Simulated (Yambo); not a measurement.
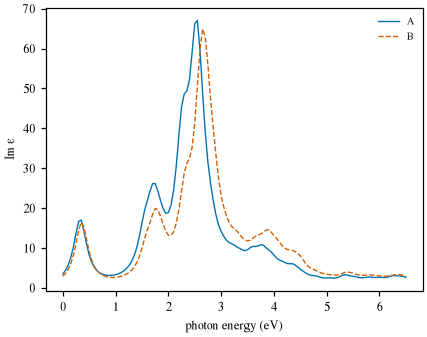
Figure. Two computed absorption spectra of PbSe (rock salt, space group Fm-3m, No. 225) (Yambo, PBE bands with the same scissor, field along x)

Task: Which curve includes the electron-hole attraction (BSE)?

Result: Curve A: the attraction moves weight to lower energy (centre of the plotted range 2.6 eV against 2.8 eV). Settings: 8×8×8 mesh, 3 valence and 3 conduction bands, static screening with 36 bands and a 4 Ry block, scissor 0.11 eV, Tamm-Dancoff. The scissor comes from a G0W0 run whose convergence isn't established. Broadening 0.15 eV. The band window holds all transitions up to 6.5 eV. On this mesh the peak heights and the fine structure are mesh artefacts; only the shift of weight is robust.

Bands and orbitals come from the standard potentials; the scissor and the G0W0 gaps come from a run at the same geometry on the stringent ones, which hold whole semicore shells in the valence.

Spin-orbit coupling is not included.

Geometry relaxed with PBEsol; primitive cell a = b = c = 4.311 Å, α = β = γ = 60.00°.
